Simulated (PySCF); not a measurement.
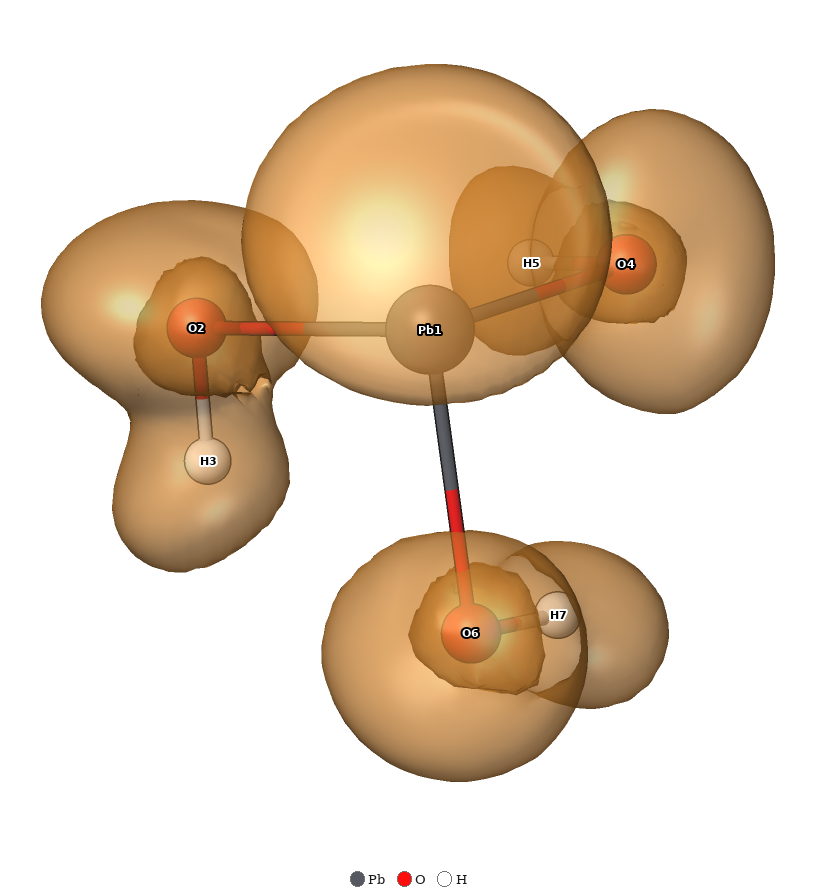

The picture shows: H3O3Pb (charge −1). Isosurface of the electron localisation function at 0.75 (orange), seen at a tilt. Core shells and regions of very low density are left out.

Core potentials replace the inner electrons of Pb.

Theory: RKS PBE0, Pb def2-SVP with ECP60, O def2-SVP, H def2-SVP; non-relativistic Hamiltonian with scalar-relativistic core potentials where named; density fitting in PySCF 2.14.0.

Input file:

```
mol = gto.M(atom='''
Pb     0.00000    -0.00000    -0.23813
O      1.74328     0.22399     1.06921
H      1.50033    -0.47420     1.69495
O     -1.06562     1.39773     1.06921
H     -0.33950     1.53643     1.69495
O     -0.67766    -1.62172     1.06921
H     -1.16084    -1.06223     1.69495''',
    basis={'Pb': 'def2-SVP', 'O': 'def2-SVP', 'H': 'def2-SVP'},
    ecp={'Pb': 'def2-SVP'},
    charge=-1, spin=0)
mf = dft.RKS(mol, xc='PBE0')
mf.grids.atom_grid = (75, 302)  # f atoms: at least (60, 302), unpruned
mf = mf.density_fit()  # Pb def2-universal-JKFIT, O def2-universal-JKFIT, H def2-universal-JKFIT
mf.conv_tol = 1e-09; mf.max_cycle = 55
mf.kernel(dm0)
```

Run with:

```sh
OMP_NUM_THREADS=2 python run.py
```

Question: Where are the electrons localised?

Answer: The ELF exceeds this value in one lobe on Pb, pointing away from the bonds (lone pairs) and three joined regions spread over several atoms (H, O), in which their bonds and any lone pairs are merged.

Values along the shortest contacts:
Pb–O (2.19 Å): the ELF peaks at about 0.85 in the valence shell of O, 0.6 Å from its nucleus, and drops to about 0.15 between the two atoms. O–H (0.97 Å): the ELF climbs to about 1 towards the hydrogen, as it does in any bond to H: an ordinary covalent bond to hydrogen.
